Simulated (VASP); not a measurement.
Band structure of BeSe (zinc blende). Computed with PBE GGA, VASP's PBE PAW potentials (set 64) (plane waves; VASP).

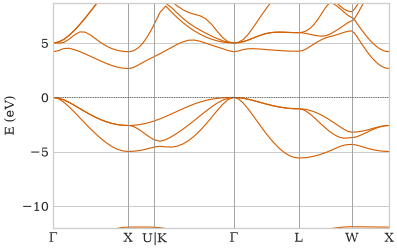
Fig. 1. Bands along high-symmetry lines, zero at the valence-band maximum or, without a gap, the Fermi level

**Question.** Read the plot: is there a gap, and where are the band edges?

**Answer.** The gap is indirect, 2.67 eV, from the valence maximum at Γ to the conduction minimum at X. (Edges off the drawn lines would not show.)

Measured: gap 4.00 eV (computed value off by -1.33 eV), as given by Das et al., (2018), arXiv:1807.05623.

The compound is BeSe in the zinc blende structure. It was relaxed first.
